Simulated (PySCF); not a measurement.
**Frequency calculation of MoNCl₃**

MoNCl₃, computed with RKS-based PBE, Mo def2-SVP with ECP28, N def2-SVP, Cl def2-SVP; non-relativistic Hamiltonian with a scalar-relativistic core potential; density fitting (PySCF 2.14.0).

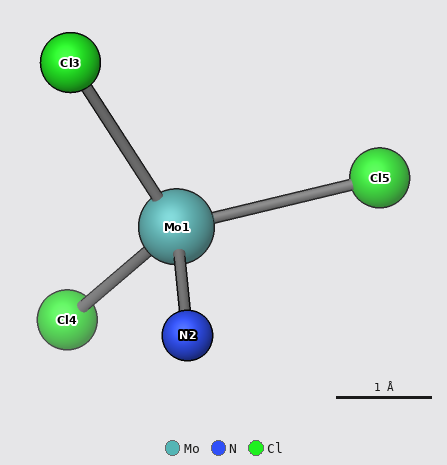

Figure 1. The structure (ball-and-stick view, seen at a tilt; atoms are numbered from 1 in the order of the input). Sticks mark near contacts. Bond lengths as drawn: Cl–Mo 2.27 Å and Mo–N 1.64 Å.

Key numbers:

- outcome: converged
- total energy: −1502.663630 hartree
- HOMO: −7.83 eV
- LUMO: −4.78 eV
- zero-point energy: 0.007416 hartree
- dipole moment: 1.40 D
- wavenumbers, lowest and highest: 110 and 1124 cm⁻¹
- hardware: 2 threads of Arm Neoverse N1, 98 GiB of memory available, shared host
- wall time: 84 s (CPU time 2.6 min)
- peak memory: 1.2 GiB

Input:
```python
from pyscf import gto, scf, dft
mol = gto.M(atom='''
Mo     0.000000    -0.152633    -0.107958
N      0.000000    -1.492014    -1.055309
Cl     1.893769    -0.291599     1.132973
Cl    -1.893769    -0.291599     1.132973
Cl     0.000000     1.602524    -1.544971''',
    basis={'Mo': 'def2-SVP', 'N': 'def2-SVP', 'Cl': 'def2-SVP'},
    ecp={'Mo': 'def2-SVP'},
    charge=0, spin=0)
mf = dft.RKS(mol, xc='PBE')
mf.grids.atom_grid = (75, 302)
aux = {'Mo': 'def2-universal-JKFIT', 'N': 'def2-universal-JKFIT', 'Cl': 'def2-universal-JKFIT'}
mf = mf.density_fit(auxbasis=aux)
mf.conv_tol = 1e-09
mf.diis_space = 10
mf.max_cycle = 60
mf.verbose = 4
mf.kernel()
```

The script is an equivalent of the set-up of the self-consistent field. The run itself was carried out by a driver, which started from the orbitals of the step before it where there was one and computed the further properties.

Run as:
```bash
OMP_NUM_THREADS=2 python axn.py task.json out
```

Log:
```
init E= -1502.66363032587
  HOMO = -0.287824352648415  LUMO = -0.175822939054975  gap/eV = 3.04771
cycle= 1 E= -1502.66363032585  delta_E= 1.96e-11  |g|= 7.47e-06  |ddm|= 1.25e-05
  HOMO = -0.287824902021511  LUMO = -0.175823075811582  gap/eV = 3.04772
Extra cycle  E= -1502.66363032564  delta_E= 2.11e-10  |g|= 3.04e-05  |ddm|= 3.6e-05
converged SCF energy = -1502.66363032564
```

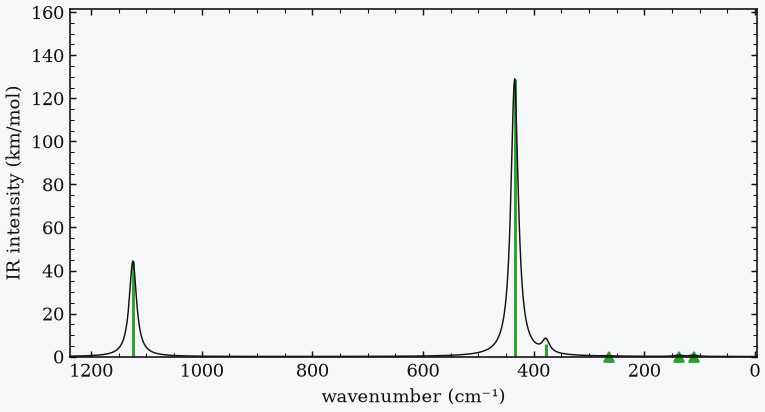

Figure 2. Harmonic infrared spectrum, unscaled: sticks (degenerate modes added up, dark ones marked on the axis) with a Lorentzian envelope of 16 cm⁻¹ full width, scaled to the tallest stick. 9 modes from 110 to 1124 cm⁻¹, none imaginary. The strongest line is at 434 cm⁻¹ (129 km/mol). All modes, in cm⁻¹ (km/mol): 110 (0.3), 110 (0.3), 137 (0.6), 264 (0.1), 264 (0.1), 378 (6.1), 434 (65), 434 (65), 1124 (45).
